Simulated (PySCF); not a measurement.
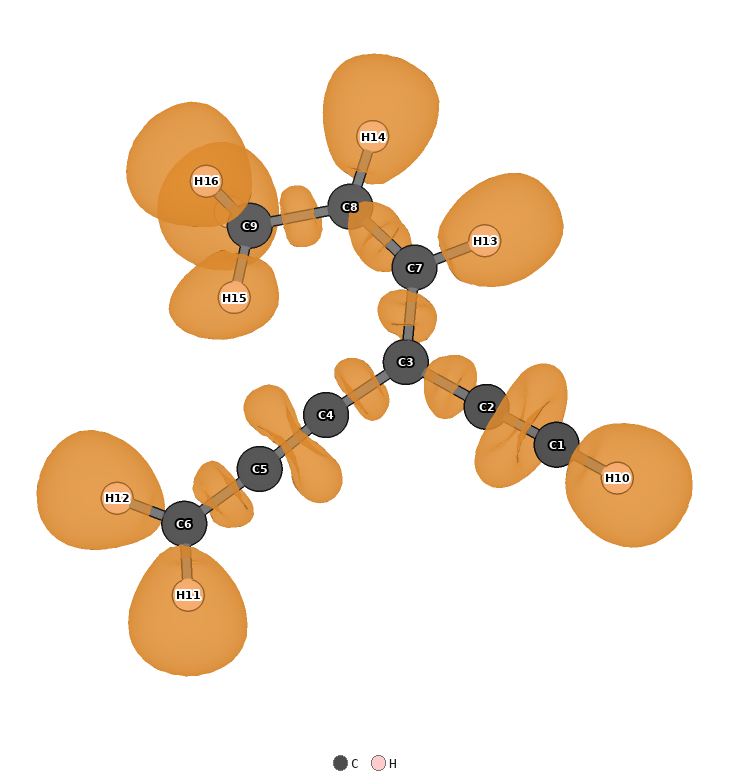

The picture shows: C9H8 (charge −1, doublet). Isosurface of the ELF at 0.8 (orange), seen at an oblique angle. Only the valence region is drawn (cores and ρ < 0.01 e/Å³ removed).

Geometry: GFN2-xTB.

Method: PySCF 2.14.0, density-fitted response routines, UKS B3LYP, pcH-1 on C H, non-relativistic, mean-field spin-orbit, GIAO.

```xyz
17

C    -1.0726    3.4508   -0.5104
C    -0.8203    2.2859   -0.3088
C    -0.5435    0.9296   -0.0736
C     0.7600    0.5258   -0.2960
C     1.9485    0.2836   -0.5289
C     3.2309   -0.0540   -0.7624
C    -1.6265    0.1201    0.3644
C    -1.6756   -1.2031    0.6644
C    -0.5377   -2.1713    0.6070
H    -1.2841    4.4645   -0.6876
H     3.9513    0.6788   -1.0977
H     3.5863   -1.0651   -0.6179
H    -2.5631    0.6684    0.4695
H    -2.6270   -1.6215    0.9850
H     0.3612   -1.6719    0.2564
H    -0.3341   -2.6024    1.5950
H    -0.7607   -3.0062   -0.0684
```

> Describe the localisation domains.

At this value the surface marks out eight regions between bonded C–C atoms (shared pairs) and eight regions around hydrogen nuclei. Profiles from the grid: C–C (1.21 Å): the ELF peaks at about 0.85 between the atoms; a short, multiple covalent bond. C–H (1.05 Å): the ELF climbs to about 1 towards the hydrogen, as it does in any bond to H (a covalent bond by its length).
